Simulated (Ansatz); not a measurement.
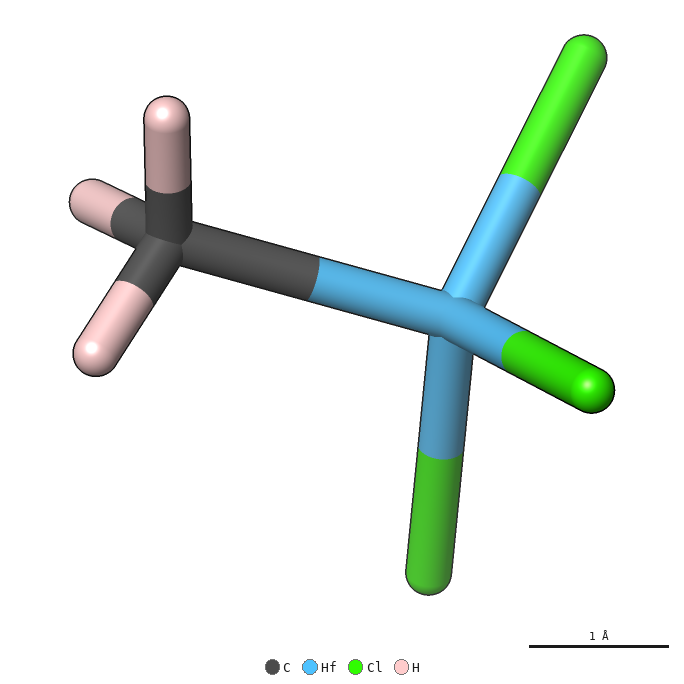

The picture shows the input geometry.

The calculation was set up as follows.

```yaml
crystal:
  periodic: [false, false, false]
  atoms:
    - {symbol: C, position_ang: [-0.915963, -0.146863, 0.720537]}
    - {symbol: Hf, position_ang: [0.781961, 0.125185, -0.614946]}
    - {symbol: Cl, position_ang: [2.517343, -1.112750, 0.325627]}
    - {symbol: Cl, position_ang: [0.083931, -0.696432, -2.680486]}
    - {symbol: Cl, position_ang: [1.196089, 2.417964, -0.632690]}
    - {symbol: H, position_ang: [-0.682616, 0.214734, 1.728625]}
    - {symbol: H, position_ang: [-1.189257, -1.205668, 0.795622]}
    - {symbol: H, position_ang: [-1.791478, 0.403819, 0.357711]}
basis:
  gaussian: {orbitals: def2-SVP}
hamiltonian: {xc: {name: BLYP}}
md: {timestep: 0.5 fs, n_steps: 30, ensemble: nvt_langevin, temperature: 1500, initial_velocities: maxwell_boltzmann, friction: 0.01, seed: 276}
```

It was started with:

```sh
ansatz run in.yaml --threads 4 --pin off --events-out ev --progress --plain --max-ram 10444MiB
```

Output (its end):

```
mean field -39952.35568377 eV, -1468.2219906992 hartree, gradient 2.2e-5 eV, S^2 0.000000; 0 other end points of the search recorded, 0 dependent functions left out
the calculation of the forces begins
reference -39952.35612537 eV, -1468.2220069276 hartree; 36, 36 occupied and 79, 79 virtual orbitals, 1231 factors
1231 factors; their error is unknown
mean field -39952.35568377 eV, -1468.2219906992 hartree, gradient 2.1e-5 eV, S^2 0.000000; 1 other end points of the search recorded, 0 dependent functions left out
the calculation of the forces begins
reference -39952.35612537 eV, -1468.2220069276 hartree; 36, 36 occupied and 79, 79 virtual orbitals, 1231 factors
md step    30: t =    15.00 fs  T =   522.3 K  F+E_penalty+E_count = -39952.35568377 eV  E_kin = 0.540127 eV  (50 SCF iters)
Total energy: -39952.35612537 eV, -1468.2220069276 hartree
Atom 0 at    -0.954657    -0.081050     0.718194 Å, force    -1.158116    -1.434658    -2.272268 eV/Å
Atom 1 at     0.764500     0.160486    -0.640066 Å, force     0.904160     0.043044     2.888097 eV/Å
Atom 2 at     2.561535    -1.187758     0.270679 Å, force    -0.362259     0.303390    -0.127028 eV/Å
Atom 3 at     0.079524    -0.685937    -2.583697 Å, force    -0.916160    -0.946163    -2.489777 eV/Å
Atom 4 at     1.206203     2.414804    -0.592083 Å, force     0.299398     1.145728    -0.163153 eV/Å
Atom 5 at    -1.195548     0.380175     1.693900 Å, force     0.102224    -0.114589    -0.056229 eV/Å
Atom 6 at    -0.465111    -1.157562     0.839666 Å, force    -1.270372     0.976258     0.296503 eV/Å
Atom 7 at    -1.982423    -0.172518    -0.006379 Å, force     2.401125     0.026989     1.923855 eV/Å
Dipole moment:    -0.302605     0.003798     0.009337 e Å
```

The calculation finished and met its thresholds.
